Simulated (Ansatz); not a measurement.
SiO2 (alpha-cristobalite type, space group P4_12_12)

```
SiO2
1.0
    5.08475     0.00000     0.00000
    0.00000     5.08475     0.00000
    0.00000     0.00000     7.10083
Si O
4 8
Direct
  0.29375   0.29375   0.50000
  0.79375   0.20625   0.25000
  0.20625   0.79375   0.75000
  0.70625   0.70625   0.00000
  0.24122   0.09325   0.67415
  0.74122   0.40675   0.07585
  0.25878   0.59325   0.57585
  0.75878   0.90675   0.17415
  0.90675   0.75878   0.82585
  0.40675   0.74122   0.92415
  0.59325   0.25878   0.42415
  0.09325   0.24122   0.32585
```

A phonon eigenvector at Γ is frozen into this cell: atom i moves by Q times the vector below, so Q is the largest atomic displacement, in Å. The cell is held.

```csv
atom,x,y,z
Si1,0.227,-0.227,-0.947
Si2,0.227,0.227,0.947
Si3,-0.227,-0.227,0.947
Si4,-0.227,0.227,-0.947
O5,-0.026,0.186,0.206
O6,-0.026,-0.186,-0.206
O7,0.026,0.186,-0.206
O8,0.026,-0.186,0.206
O9,0.186,-0.026,0.206
O10,0.186,0.026,-0.206
O11,-0.186,-0.026,-0.206
O12,-0.186,0.026,0.206
```

Method: PBE (plane waves to 420 eV, PAW, scalar-relativistic; Ansatz, a program for electronic structure). k mesh 5×5×4 (Γ-centred), Fermi-Dirac smearing 0.05 eV. The energy includes the smearing's −TS. SiO2 was relaxed with its symmetry unable to fall. The zero of ΔE is the undisplaced structure.

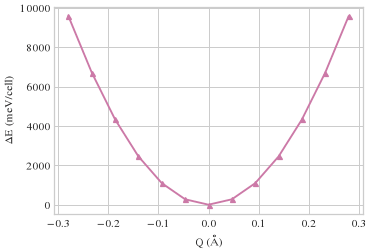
ΔE (meV/cell) against Q (Å); computed points joined by lines.

Q: What is the energy change at Q = 0.280 Å?

A: About 9600 meV/cell.

Q: What harmonic wavenumber does the curvature at Q = 0 give?

A: About 750 cm⁻¹.

(For displaced atoms, the force is minus the slope of the energy, and its curvature is a force constant, which sets phonon frequencies.)
